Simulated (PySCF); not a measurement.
**VCl₂: relaxation and vibrations of the quartet**

Where does quartet VCl₂ go from a PBE0 minimum start, is the end point a minimum, and what are its modes, charges and moments?

Computed with PySCF 2.14.0. Level: PBE0, basis V def2-SVP, Cl def2-SVP, no relativity, density fitting.

## 1. Starting geometry

3 atoms, charge 0, spin multiplicity 4.

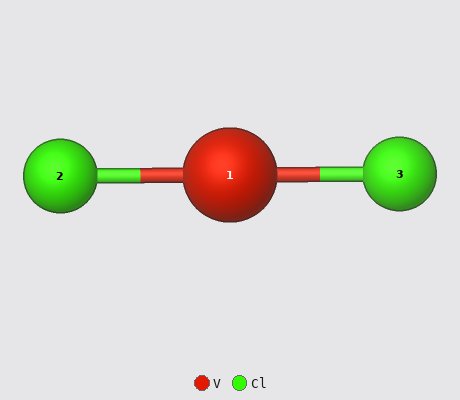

The starting geometry (vanadium red, chlorine green); atoms are numbered from 1 in the order of the file.

```xyz
3
charge 0 multiplicity 4
V     0.0000    0.0000    0.0000
Cl    0.0000    0.0000    2.1947
Cl    0.0000    0.0000   -2.1947
```

## 2. The SCF at the typed geometry

The steps below are one call of a driver around PySCF. For each, scf.py gives the equivalent set-up of the SCF; relaxations use the driver's own optimiser. After this first run the driver tries any further starts and a stability analysis.

File scf.py:

```python
from pyscf import gto, scf, dft
mol = gto.M(atom='''
V     -0.000000     0.000000     0.000000
Cl    -0.000000     0.000000     2.194683
Cl     0.000000    -0.000000    -2.194683''',
    basis={'V': 'def2-SVP', 'Cl': 'def2-SVP'},
    charge=0, spin=3)
mf = dft.UKS(mol, xc='PBE0')
mf.grids.atom_grid = (50, 194)
aux = {'V': 'def2-universal-JKFIT', 'Cl': 'def2-universal-JKFIT'}
mf = mf.density_fit(auxbasis=aux)
mf.conv_tol = 1e-08
mf.diis_space = 10
mf.max_cycle = 60
mf.init_guess = 'minao'
mf.verbose = 4
mf.kernel()
```

Launch:

```sh
$ OMP_NUM_THREADS=2 python axn.py task.json out
```

The log of the run:

```text
init E= -1863.33788595547
[... the frontier-level lines of each cycle are left out ...]
cycle= 1 E= -1863.54922966336  delta_E= -0.211  |g|= 0.201  |ddm|= 1.77
cycle= 2 E= -1863.5534301055  delta_E= -0.0042  |g|= 0.187  |ddm|= 0.429
cycle= 3 E= -1863.56967523961  delta_E= -0.0162  |g|= 0.101  |ddm|= 0.308
cycle= 4 E= -1863.57604927995  delta_E= -0.00637  |g|= 0.0168  |ddm|= 0.122
cycle= 5 E= -1863.57632059024  delta_E= -0.000271  |g|= 0.00266  |ddm|= 0.0332
cycle= 6 E= -1863.57633772198  delta_E= -1.71e-05  |g|= 0.000614  |ddm|= 0.0104
cycle= 7 E= -1863.57633823375  delta_E= -5.12e-07  |g|= 0.000199  |ddm|= 0.00158
cycle= 8 E= -1863.57633827646  delta_E= -4.27e-08  |g|= 3.99e-05  |ddm|= 0.000373
cycle= 9 E= -1863.576338282  delta_E= -5.53e-09  |g|= 5.64e-06  |ddm|= 0.000213
Extra cycle  E= -1863.57633828204  delta_E= -4.46e-11  |g|= 6.18e-06  |ddm|= 2.04e-05
converged SCF energy = -1863.57633828204  <S^2> = 3.7757556  2S+1 = 4.0128571
```

This step, with its further starts and checks, needed 8.4 s of wall time on 2 threads of Intel Xeon Platinum 8488C (Sapphire Rapids), shared host.

Energies from each starting density:

```
                      start   energy (Eh)
    the minimal-basis guess  -1863.576338
a thermally smeared density  -1863.576338
      a smeared PBE density  -1863.576338
```

The first run landed in a state that is too high. Following the other starts and the instabilities gains 0.4 kJ/mol (-1863.57650 Eh), and the work goes on from there.

## 3. PBE0 minimum start, quartet: relaxation

The program finds D∞h symmetry in the start, which this walk keeps.

scf.py, as its differences from that of step 2:

```diff
@@ -3,3 +3,3 @@
-V     -0.000000     0.000000     0.000000
-Cl    -0.000000     0.000000     2.194683
-Cl     0.000000    -0.000000    -2.194683''',
+V      0.000000     0.000000     0.000000
+Cl     0.000000     0.000000     2.194683
+Cl     0.000000     0.000000    -2.194683''',
@@ -15 +14,0 @@
-mf.init_guess = 'minao'
```

The optimiser's trace:

```
step   energy (Eh)  change (kJ/mol)  largest symmetric gradient (Eh/bohr)
   0  -1863.576497             0.00                               0.00003
```

The walk took 1.2 s.

Geometry (Å) and forces (eV/Å) at some steps:

```
step 0
V    0.000   0.000   0.000   0.000   0.000   0.000
Cl   0.000   0.000   2.195   0.000   0.000  -0.002
Cl   0.000   0.000  -2.195   0.000   0.000   0.002
```

After 0 steps and 0.0 kJ/mol it ends at D∞h: V–Cl 2.195 Å (×2); Cl–V–Cl 180.0°.

## 4. Hessian and properties

On the finer grid the gradient is checked again; gradients at displacements of ±0.02 bohr then give force constants and infrared intensities.

scf.py, as its differences from that of step 3:

```diff
@@ -4,2 +4,2 @@
-Cl     0.000000     0.000000     2.194683
-Cl     0.000000     0.000000    -2.194683''',
+Cl     0.000000     0.000000     2.194547
+Cl    -0.000000    -0.000000    -2.194547''',
@@ -9 +9 @@
-mf.grids.atom_grid = (50, 194)
+mf.grids.atom_grid = (75, 302)
@@ -12 +12 @@
-mf.conv_tol = 1e-08
+mf.conv_tol = 1e-10
```

This SCF starts from the last density.

Log of the central SCF (cycles and frontier levels):

```text
init E= -1863.57634209667
[... the frontier-level lines of each cycle are left out ...]
cycle= 1 E= -1863.57634209674  delta_E= -6.78e-11  |g|= 3.65e-06  |ddm|= 1.62e-05
Extra cycle  E= -1863.57634209679  delta_E= -5.09e-11  |g|= 5.7e-06  |ddm|= 1.77e-05
converged SCF energy = -1863.57634209679  <S^2> = 3.7741663  2S+1 = 4.012065
```

The whole step took 26 s.

Geometry: D∞h; V–Cl 2.195 Å (×2); Cl–V–Cl 180.0°.

Harmonic modes (main isotopes):

```csv
ω (cm⁻¹),IR (km/mol),μ (u),type
38,18.4,42.72,bend
39,18.4,42.72,bend
337,0.0,34.97,stretch
500,188,42.72,stretch
```

All wavenumbers are real: a minimum.

Here the density breaks the symmetry of the frame, and no labels are given; pairs that should be degenerate can split.

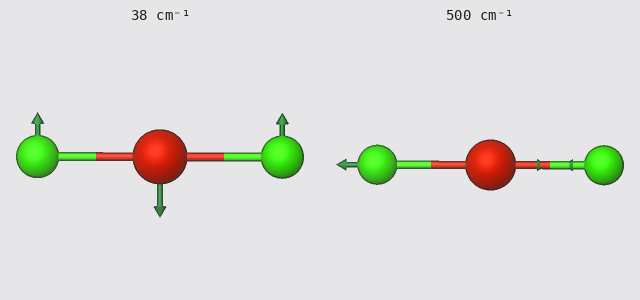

How the atoms move in 2 of the modes.

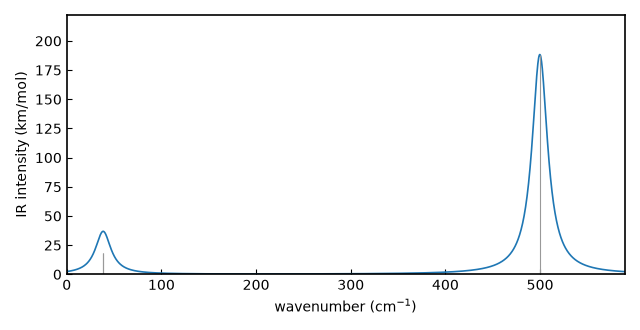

The harmonic infrared spectrum (widths in cm⁻¹). Lines are broadened to a width of 20 cm⁻¹ (Lorentzian).

Properties at this point:

```
Dipole moment                                                   : 0.00 D
Highest occupied level                                          : -7.23 eV
Lowest empty level                                              : -3.01 eV
Rotational constants                                            : 0.05005 cm⁻¹
Zero-point energy                                               : 5.5 kJ/mol
Principal polarisabilities                                      : 29.3, 29.3, 68.5 bohr³
Atomisation energy without zero-point energy                    : 905 kJ/mol
Principal traceless quadrupole moments about the centre of mass : -13.31, 6.65, 6.65 D Å
Entropy at 298.15 K and 1 bar (electronic part: spin only)      : 304.5 J/(mol K)
Heat capacity Cp at 298.15 K                                    : 57.6 J/(mol K)
Enthalpy at 298.15 K above 0 K                                  : 14.77 kJ/mol
Rotational symmetry number                                      : 2
Spin squared ⟨S²⟩                                               : 3.774
```

Charges (e) and bond orders:

```csv
atom,Mulliken,Löwdin,polar tensor,spin (Mulliken),Mayer order to V1
V1,0.67,0.26,1.29,3.19,–
"Cl2,3",-0.34,-0.13,-0.65,-0.10,1.13
```

Mulliken populations on V1: s 6.54, p 12.37, d 3.41, f 0.01.

## 5. Outcome

| quantity | value |
| --- | --- |
| minimum | quartet, D∞h |
| geometry | V–Cl 2.195 Å (×2); Cl–V–Cl 180.0° |
| wavenumbers (cm⁻¹) | 38, 39, 337, 500 |
| dipole moment | 0.00 D |
| highest occupied, lowest empty level (either spin) | -7.23, -3.01 eV |
| polar-tensor charge of V1 | +1.29 e |
| zero-point energy | 5.5 kJ/mol |
| entropy at 298.15 K | 304.5 J/(mol K) |
| atomisation energy (no zero-point energy) | 905 kJ/mol |
| ⟨S²⟩ | 3.774 |

What this shows: The PBE0 minimum start keeps its D∞h symmetry and ends in a minimum. The strongest infrared band lies at 500 cm⁻¹ (stretch). The dipole vanishes although V1 carries +1.3 e by the polar tensor: the bond dipoles cancel. Most of the spin sits on V1 (Mulliken spin 3.19, against 3 for the whole molecule). Only this shape and spin were tried, so other structures or states may lie lower. The SCF density has lower symmetry than the nuclear frame. One determinant may miss the lowest occupation of an open d or f shell.

The search up to here took 36 s.
